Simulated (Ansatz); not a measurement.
# Cl₂H₂Se₂Ti: small, medium and large basis sets

How large a basis does Cl₂H₂Se₂Ti need? Two functionals are run in growing sets.

Computed with Ansatz 0.2.0, Gaussian basis. Level: one geometry, several basis sets.

The runs, in order: PBE0-D4/def2-SVP; ωB97M-V/def2-SVP; PBE0-D4/def2-QZVPP; ωB97M-V/def2-QZVPP; the functionals' def2-TZVPP values are taken from earlier runs.

**1. Structure used throughout**

An earlier PBE0-D4 in a triple-zeta def2 set relaxation fixed the geometry.

SMILES `[Cl][Ti]([Cl])([SeH])[SeH]`, 7 atoms, charge 0, spin multiplicity 1.

Atoms are counted from 1 here; the program's logs count them from 0.

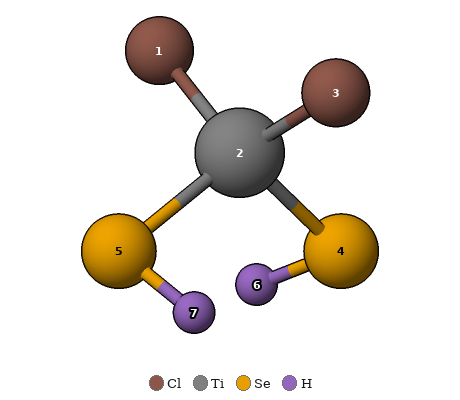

The geometry (chlorine brown, titanium grey, selenium amber, hydrogen purple); atoms are numbered from 1 in the order of the file.

As a file:

```xyz
7

Cl   -0.8994   -2.3951   -0.4038
Ti    0.1602   -0.6104    0.2288
Cl    1.7456   -0.9130    1.6790
Se   -1.2857    0.9834    1.2889
Se    0.9677    0.3312   -1.8246
H    -2.0945    1.0401    0.0581
H     1.4673    1.4959   -1.0721
```

**2. PBE0-D4 in def2-SVP**

in.yaml

```yaml
crystal:
  periodic: [false, false, false]
  atoms:
    - {symbol: Cl, position_ang: [-0.899359, -2.395076, -0.403764]}
    - {symbol: Ti, position_ang: [0.160243, -0.610394, 0.228786]}
    - {symbol: Cl, position_ang: [1.745567, -0.912976, 1.679017]}
    - {symbol: Se, position_ang: [-1.285675, 0.983379, 1.288865]}
    - {symbol: Se, position_ang: [0.967657, 0.331194, -1.824552]}
    - {symbol: H, position_ang: [-2.094548, 1.040082, 0.058064]}
    - {symbol: H, position_ang: [1.467315, 1.495890, -1.072117]}
basis:
  gaussian: {orbitals: def2-SVP}
hamiltonian: {xc: pbe0, dispersion: d4}
output: {orbitals: {seedname: orbitals}}
```

Started as:

```console
> ansatz run in.yaml --threads 4 --pin off --events-out ev --progress --plain --max-ram 11315MiB
```

Output:

```text
Functional definition: PBE0
  name "PBE0"
  cite "Adamo & Barone, J. Chem. Phys. 110, 6158 (1999) doi:10.1063/1.478522"
  cite "Perdew, Burke & Ernzerhof, Phys. Rev. Lett. 77, 3865 (1996) doi:10.1103/PhysRevLett.77.3865"
  parent pbe
  parameter a = 0.25
  parameter kappa = 0.804
  parameter beta = 0.06672455060314922
  exchange = (1 - a)*pbe_x(kappa = kappa, mu = beta*pi^2/3) + a*exact_x
  correlation = pbe_c(beta = beta)
1384 factors; integrals over basis functions are off by at most 1.2e-3 eV
mean field evaluation 1: about -178840.7598 eV, gradient 2.2e1 eV
mean field evaluation 2: about -178792.7716 eV, gradient 1.7e2 eV
mean field evaluation 4: about -178842.1581 eV, gradient 1.7e0 eV
mean field evaluation 8: about -178842.2422 eV, gradient 4.2e-1 eV
mean field evaluation 16: about -178842.2426 eV, gradient 3.5e-4 eV
mean field -178842.24264160 eV, -6572.3311934530 hartree, gradient 3.1e-5 eV, S^2 0.000000; 0 other end points of the search recorded, 0 dependent functions left out
reference -178842.24270778 eV, -6572.3311958849 hartree; 63, 63 occupied and 78, 78 virtual orbitals, 1384 factors
Total energy: -178842.52798577 eV, -6572.3416796577 hartree
```

Run time: 3.9 s. Hardware: 4 threads of Arm Neoverse V1, shared host.

**3. ωB97M-V in def2-SVP**

Changes to in.yaml since step 2:

```diff
@@ -12,3 +12,3 @@
   gaussian: {orbitals: def2-SVP}
-hamiltonian: {xc: pbe0, dispersion: d4}
+hamiltonian: {xc: {name: wB97M-V}}
 output: {orbitals: {seedname: orbitals}}
```

Same command.

Output, shortened:

```text
Functional definition: wB97M-V
  name "wB97M-V"
  cite "Mardirossian & Head-Gordon, J. Chem. Phys. 144, 214110 (2016) doi:10.1063/1.4952647"
  cite "Becke, J. Chem. Phys. 107, 8554 (1997) doi:10.1063/1.475007"
  cite "Vydrov & Van Voorhis, J. Chem. Phys. 133, 244103 (2010) doi:10.1063/1.3521275"
  # Of w^i u^j: cxij and so on, Table III.
[...]
  gx(w, u) = 1 - cx + cx01*u + cx10*w
  gss(w, u) = css00 + css04*u^4 + css10*w + css20*w^2 + css43*w^4*u^3
  gos(w, u) = cos00 + cos10*w + (cos20 + cos21*u)*w^2 + (cos60 + cos61*u)*w^6
[...]
      + integral(e_c_pw_mod_opposite_spin*gos(b97_w_opposite, b97_u_opposite)) + vv10(b, c)
1384 factors; integrals over basis functions are off by at most 1.2e-3 eV
268 factors; integrals over basis functions are off by at most 8.8e-5 eV
[...]
mean field -178861.09965351 eV, -6573.0241758586 hartree, gradient 8.0e-5 eV, S^2 0.000000; 0 other end points of the search recorded, 0 dependent functions left out
reference -178861.09975852 eV, -6573.0241797179 hartree; 63, 63 occupied and 78, 78 virtual orbitals, 1384 factors
Total energy: -178861.09975852 eV, -6573.0241797179 hartree
```

Wall time 16 s (4 threads of Arm Neoverse V1, shared host); peak memory 0.64 GiB.

**4. PBE0-D4 in def2-QZVPP**

Changes to in.yaml since step 3:

```diff
@@ -11,4 +11,4 @@
 basis:
-  gaussian: {orbitals: def2-SVP}
-hamiltonian: {xc: {name: wB97M-V}}
+  gaussian: {orbitals: "def2-QZVPP.json"}
+hamiltonian: {xc: pbe0, dispersion: d4}
 output: {orbitals: {seedname: orbitals}}
```

Same command.

Output:

```text
Functional definition: PBE0
  name "PBE0"
  cite "Adamo & Barone, J. Chem. Phys. 110, 6158 (1999) doi:10.1063/1.478522"
  cite "Perdew, Burke & Ernzerhof, Phys. Rev. Lett. 77, 3865 (1996) doi:10.1103/PhysRevLett.77.3865"
  parent pbe
  parameter a = 0.25
  parameter kappa = 0.804
  parameter beta = 0.06672455060314922
  exchange = (1 - a)*pbe_x(kappa = kappa, mu = beta*pi^2/3) + a*exact_x
  correlation = pbe_c(beta = beta)
2527 factors; their error is unknown
mean field evaluation 1: about -178872.4920 eV, gradient 2.2e1 eV
mean field evaluation 2: about -178871.5529 eV, gradient 3.1e1 eV
mean field evaluation 4: about -178873.4653 eV, gradient 4.1e0 eV
mean field evaluation 8: about -178873.4947 eV, gradient 5.0e-2 eV
mean field evaluation 16: about -178873.9584 eV, gradient 3.7e-4 eV
mean field -178873.95841239 eV, -6573.4967265318 hartree, gradient 6.3e-5 eV, S^2 0.000000; 0 other end points of the search recorded, 0 dependent functions left out
reference -178873.95845093 eV, -6573.4967279478 hartree; 63, 63 occupied and 408, 408 virtual orbitals, 2527 factors
Total energy: -178874.24372892 eV, -6573.5072117206 hartree
```

It took 25 s on 4 threads of Arm Neoverse V1, shared host; peak memory 3.3 GiB.

**5. ωB97M-V in def2-QZVPP**

Changes to in.yaml since step 4:

```diff
@@ -12,3 +12,3 @@
   gaussian: {orbitals: "def2-QZVPP.json"}
-hamiltonian: {xc: pbe0, dispersion: d4}
+hamiltonian: {xc: {name: wB97M-V}}
 output: {orbitals: {seedname: orbitals}}
```

Launched as before.

Output, shortened:

```text
Functional definition: wB97M-V
  name "wB97M-V"
  cite "Mardirossian & Head-Gordon, J. Chem. Phys. 144, 214110 (2016) doi:10.1063/1.4952647"
  cite "Becke, J. Chem. Phys. 107, 8554 (1997) doi:10.1063/1.475007"
  cite "Vydrov & Van Voorhis, J. Chem. Phys. 133, 244103 (2010) doi:10.1063/1.3521275"
  # Of w^i u^j: cxij and so on, Table III.
[...]
  gx(w, u) = 1 - cx + cx01*u + cx10*w
  gss(w, u) = css00 + css04*u^4 + css10*w + css20*w^2 + css43*w^4*u^3
  gos(w, u) = cos00 + cos10*w + (cos20 + cos21*u)*w^2 + (cos60 + cos61*u)*w^6
[...]
      + integral(e_c_pw_mod_opposite_spin*gos(b97_w_opposite, b97_u_opposite)) + vv10(b, c)
2433 factors; their error is unknown
366 factors; integrals over basis functions are off by at most 1.9e-5 eV
[...]
mean field -178892.48105943 eV, -6574.1774212552 hartree, gradient 4.9e-5 eV, S^2 0.000000; 0 other end points of the search recorded, 0 dependent functions left out
reference -178892.48112261 eV, -6574.1774235770 hartree; 63, 63 occupied and 408, 408 virtual orbitals, 2433 factors
Total energy: -178892.48112261 eV, -6574.1774235770 hartree
```

Wall time 56 s (4 threads of Arm Neoverse V1, shared host); peak memory 3.2 GiB.

**6. Functionals by basis**

The def2-TZVPP values come from earlier runs at the same geometry.

| functional | basis | functions | energy (eV) | from the largest (eV) | HOMO (eV) | LUMO (eV) |
| --- | --- | --- | --- | --- | --- | --- |
| PBE0-D4 | def2-SVP | 141 | -178842.5280 | 31.716 | -7.37 | -3.46 |
| PBE0-D4 | def2-TZVPP | 272 | -178870.3227 | 3.921 | -7.43 | -3.44 |
| PBE0-D4 | def2-QZVPP | 471 | -178874.2437 | 0.000 | -7.44 | -3.46 |
| ωB97M-V | def2-SVP | 141 | -178861.0998 | 31.381 | -9.36 | -1.27 |
| ωB97M-V | def2-TZVPP | 272 | -178888.7148 | 3.766 | -9.45 | -1.30 |
| ωB97M-V | def2-QZVPP | 471 | -178892.4811 | 0.000 | -9.47 | -1.32 |

**7. What came out**

```
                                       quantity           value
PBE0-D4: double and triple zeta above quadruple  31.72, 3.92 eV
ωB97M-V: double and triple zeta above quadruple  31.38, 3.77 eV
```

PBE0-D4 gains 27.79 eV from double to triple zeta, then 3.92 eV more. Total energies overstate the basis error of differences, where much of it tends to cancel.

For PBE0-D4 the largest set took about 6 times as long as the smallest (25 s against 3.9 s).
